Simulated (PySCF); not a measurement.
**TlH (charge +2): density, localisation and related maps**

Input file:

```
mol = gto.M(atom='''
Tl     0.00000    -0.00000     0.08652
H      0.00000     0.00000     1.86421''',
    basis={'Tl': 'def2-SVP', 'H': 'def2-SVP'},
    ecp={'Tl': 'def2-SVP'},
    charge=2, spin=0)
mf = dft.RKS(mol, xc='R2SCAN')
mf.grids.atom_grid = (75, 302)  # f atoms: at least (60, 302), unpruned
mf = mf.density_fit()  # Tl def2-universal-JKFIT, H def2-universal-JKFIT
mf.conv_tol = 1e-09; mf.max_cycle = 55
mf.kernel(dm0)
```

Command:

```sh
OMP_NUM_THREADS=2 python run.py
```

Core potentials replace the inner electrons of Tl.

Theory: RKS r2SCAN, Tl def2-SVP with ECP60, H def2-SVP; non-relativistic Hamiltonian with scalar-relativistic core potentials where named; density fitting in PySCF.

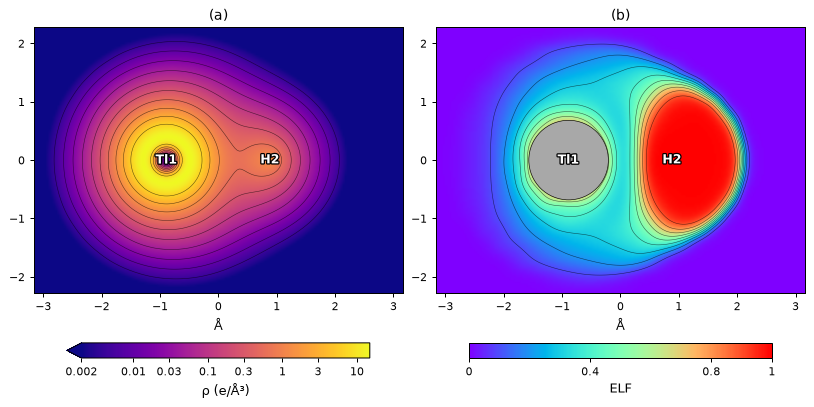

Figure 1. (a) electron density; (b) ELF on a plane that holds the molecular axis. Grey discs cover the atomic cores in the ELF map.

> Describe what can be read from this map.

- The plane passes through Tl and H nuclei.
- Tl–H (1.78 Å): ρ at the midpoint is about 1.4 e/Å³; the ELF climbs to about 1 towards the hydrogen.

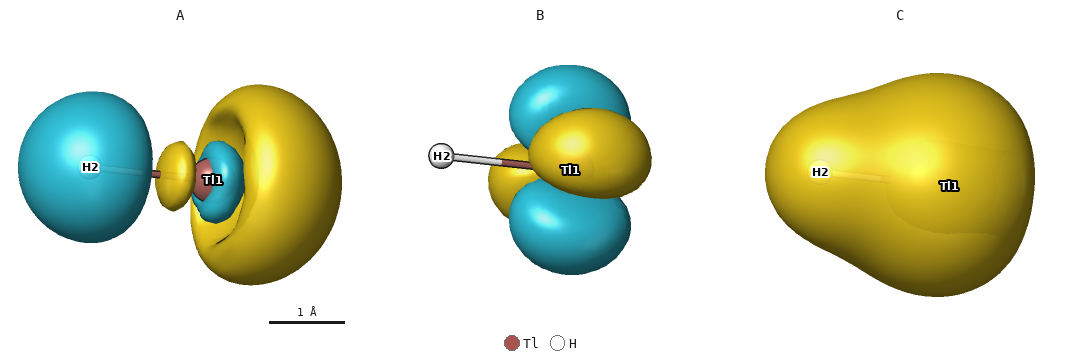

Figure 2. Three frontier orbitals at ±0.15 Å⁻³ᐟ² (yellow and cyan are the two phases), in no order.

> Which picture is the HOMO−1, the HOMO and the LUMO?

B is the HOMO−1 (−32.38 eV). By Hirshfeld shares it lies mainly on Tl1 (about 100 %); it vanishes on the molecular axis (π type). C is the HOMO (−25.92 eV). By Hirshfeld shares it lies mainly on Tl1 (about 75 %) and H2 (about 25 %); it is of σ type. A is the LUMO (−20.31 eV). By Hirshfeld shares it lies mainly on Tl1 (about 65 %) and H2 (about 35 %); it is of σ type.

> What is the HOMO–LUMO gap?

5.61 eV between the orbital energies.

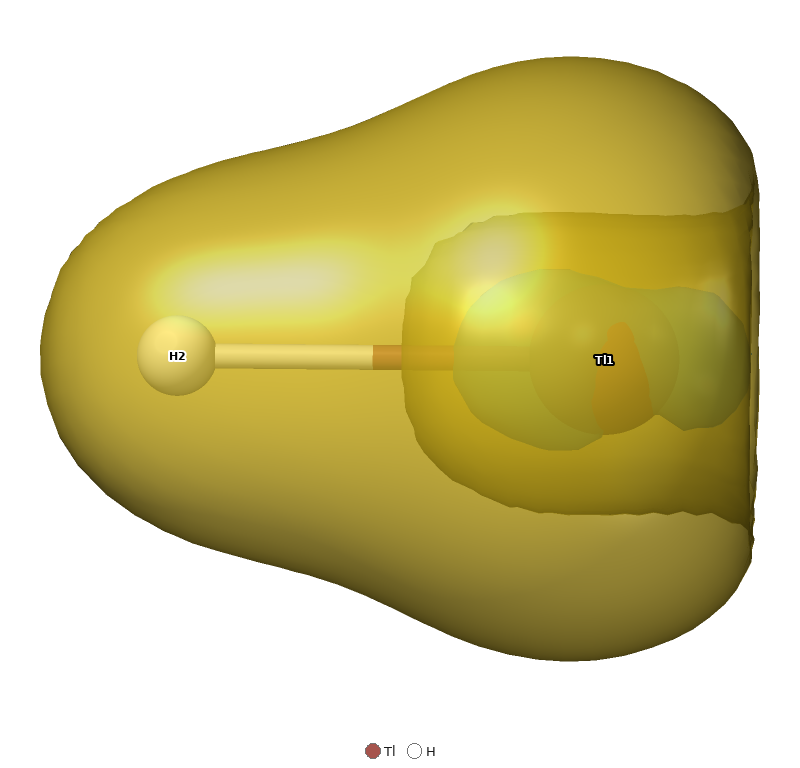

Figure 3. The HOMO at ±0.2 Å⁻³ᐟ² (yellow and cyan are the two phases), seen from one side.

> Describe this orbital and give its energy.

By Hirshfeld shares it lies mainly on Tl1 (about 75 %) and H2 (about 25 %); it is of σ type. Its energy is −25.92 eV.
